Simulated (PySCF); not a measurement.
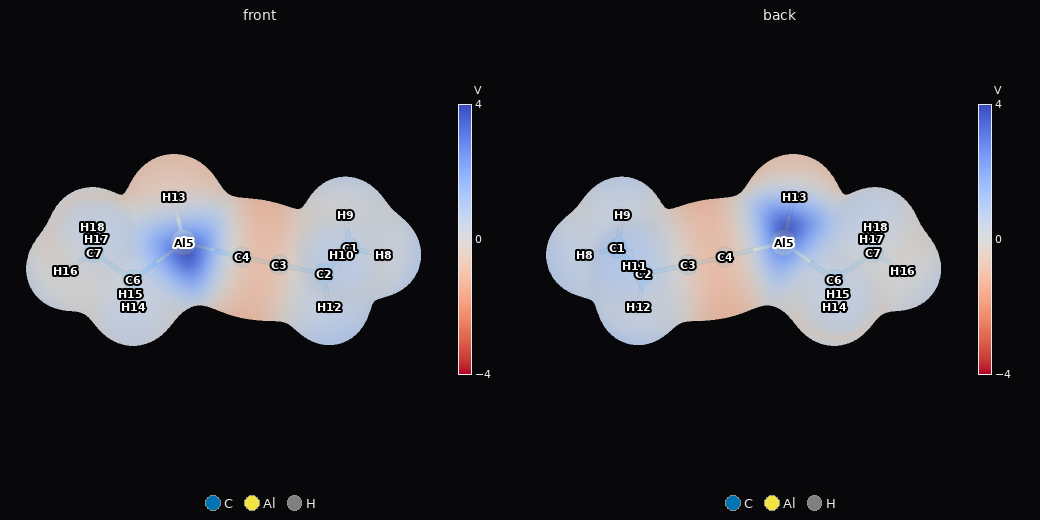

C6H11Al (SMILES CCC#[C][AlH][CH2]C). The molecular electrostatic potential painted on the density surface at 0.002 e/bohr³, seen from the front and from behind; red is negative and blue positive.

Geometry: GFN2-xTB.

Level of theory: wB97X-D/def2-SVPD, SCF density, gas phase in PySCF.

```xyz
18

C    -4.0446    0.3861    0.0577
C    -3.1511   -0.8022    0.4189
C    -1.7482   -0.4320    0.3926
C    -0.5760   -0.1069    0.3632
Al    1.2693    0.4830    0.3200
C     2.9012   -0.5577   -0.2147
C     4.1186    0.3723   -0.0494
H    -5.0916    0.0907    0.0821
H    -3.8945    1.2001    0.7636
H    -3.8076    0.7504   -0.9398
H    -3.4032   -1.1663    1.4203
H    -3.3149   -1.6205   -0.2899
H     1.5528    1.9473    0.7468
H     2.8654   -0.9183   -1.2534
H     3.0572   -1.4644    0.3886
H     5.0464   -0.1202   -0.3416
H     3.9990    1.2697   -0.6597
H     4.2131    0.6952    0.9888
```

Q: Which sites attract a positive test charge, and which a negative one?

A: A positive charge is drawn to the negative regions and a negative charge to the positive ones. The most negative region (about −1.0 V) lies over C3 and C4, the most positive (about +3.4 V) over Al5.
